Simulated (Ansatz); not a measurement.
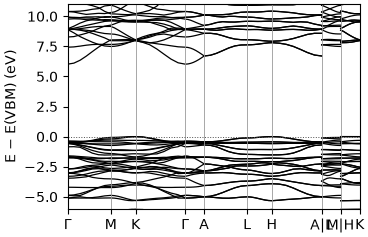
*Band structure from r²SCAN in the plane-wave PAW code Ansatz*

### Question
Read off the gap and where the band edges lie.

### Answer
About 6.0 eV (6.02 eV by a search for the band edges); maximum at H, minimum at Γ.

The material is BaGaBO$_{3}$F$_{2}$ in space group P6_3/m (No. 176; Pearson symbol hP16).

The first step of the workflow began from a Materials Project structure, measured or hypothetical; the Crystallography Open Database files this formula in space group No. 176, but the cells were not matched. Whether it is the stable phase at ambient conditions was not checked. Symmetry was held in the r²SCAN relaxation; its stability against distortions is not shown here. Spin–orbit coupling is left out wherever it is not named.

Potentials: the later of the program's two PAW sets.
